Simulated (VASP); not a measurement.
Given:

```
CELL_PARAMETERS angstrom
      0.00000     1.95757     1.95757
      1.95757     0.00000     1.95757
      1.95757     1.95757     0.00000
ATOMIC_POSITIONS crystal
  Pt 0.00000 0.00000 0.00000
```

Computed with PBEsol GGA, VASP's PBE PAW potentials (set 64) (plane waves; VASP). Settings: 520 eV cut-off, 18×18×18 Γ-centred mesh, tetrahedra with Blöchl corrections, potentials Pt.

Unless said otherwise, spin-orbit coupling is left out, though it shifts the bands of the heavy elements here.

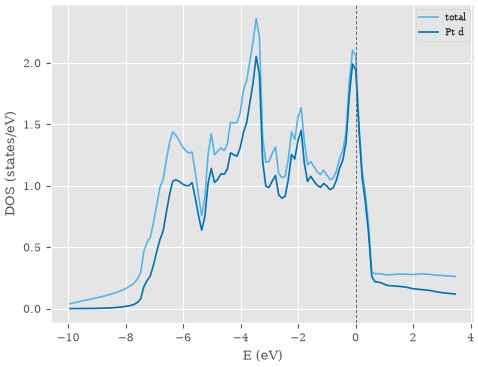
Figure: Total and projected density of states, zero at the Fermi level

Within 2 eV below the Fermi level the largest weight inside VASP's projection spheres is Pt d.

It has no gap at this level: it comes out as a metal or semimetal.

The compound is Pt in the fcc structure. It was relaxed first.
